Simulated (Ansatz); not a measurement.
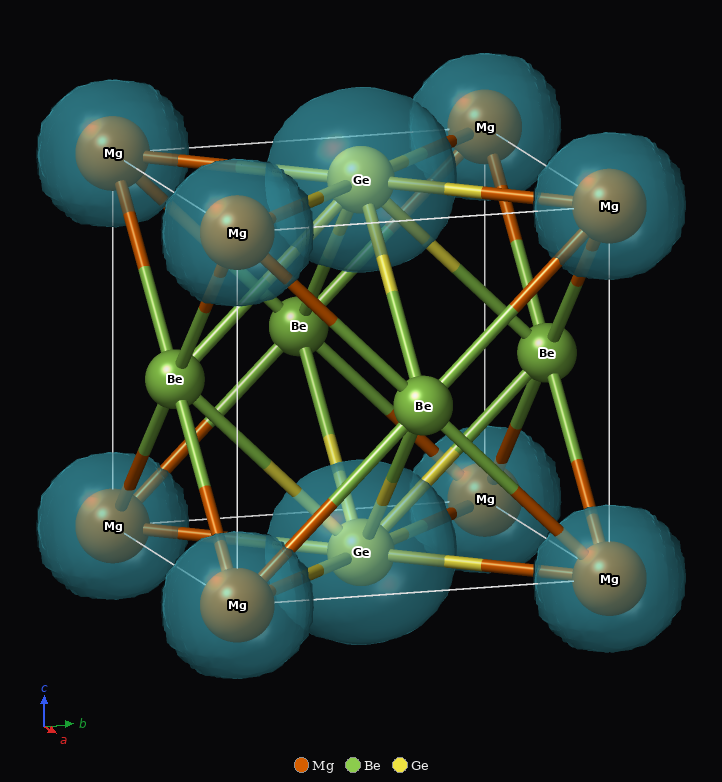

Figure 1: MgBe₂Ge. Isosurface of the valence charge density (pseudo) at 0.5 e/Å³ (cyan), seen slightly off an axis. Sticks mark near contacts.

Space group P4/mmm; a structure generated by program, which may or may not match a known phase.

The calculation used DFT PBE, scalar-relativistic, plane waves, PAW in Ansatz.

Core electrons are frozen (PAW), and the valence fields are smoothed inside the atomic spheres.

```
CELL_PARAMETERS angstrom
3.81854 0.00000 0.00000
0.00000 3.81854 0.00000
0.00000 0.00000 3.70992
ATOMIC_POSITIONS crystal
Mg 0.00000 0.00000 0.00000
Be 0.50000 0.00000 0.50000
Be 0.00000 0.50000 0.50000
Ge 0.50000 0.50000 0.00000
```

Question: Which contacts does the surface bridge?

Answer: At this value the density breaks into separate islands; it holds about 65 % of the electrons treated as valence (semicore included). It bridges none of the near contacts. It is pinched off along the shortest Mg–Be (2.66 Å), Be–Ge (2.66 Å) and Mg–Ge (2.70 Å) contacts. On the grid the lowest density along these lines, outside the cores, is 0.14 e/Å³ (Mg–Be, 2.66 Å), 0.21 e/Å³ (Be–Ge, 2.66 Å) and 0.16 e/Å³ (Mg–Ge, 2.70 Å).
